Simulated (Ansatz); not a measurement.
The compound is AlN (space group P6_3mc, No. 186), taken as the input geometry of an electronic-structure calculation (not necessarily at equilibrium).

```
CELL_PARAMETERS angstrom
3.10669 0.00000 0.00000
-1.55335 2.69048 0.00000
0.00000 0.00000 4.97859
ATOMIC_POSITIONS crystal
Al 0.66667 0.33333 0.49920
Al 0.33333 0.66667 0.99920
N 0.66667 0.33333 0.88080
N 0.33333 0.66667 0.38080
```

Bonds are taken as Al–N below 2.1 Å. Atoms with one bond or none are removed and atoms with two bonds are replaced by edges, until no such atom is left.

Derive the underlying net.

The result is a uninodal 4-connected, three-periodic net: Al and N are 4-connected nodes. It is the lon net, known from lonsdaleite, wurtzite and tridymite. It is a single net, without interpenetration.

```csv
node,links,point symbol,coordination sequence
Al and N,4,6^6,4 12 25 44
```

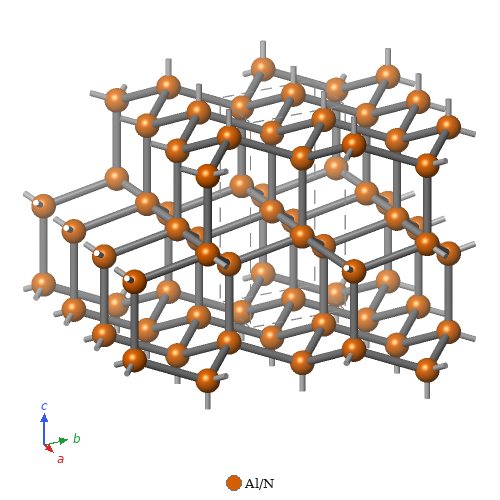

Nodes are coloured by topological kind. Short stubs are edges that leave the cut-out.
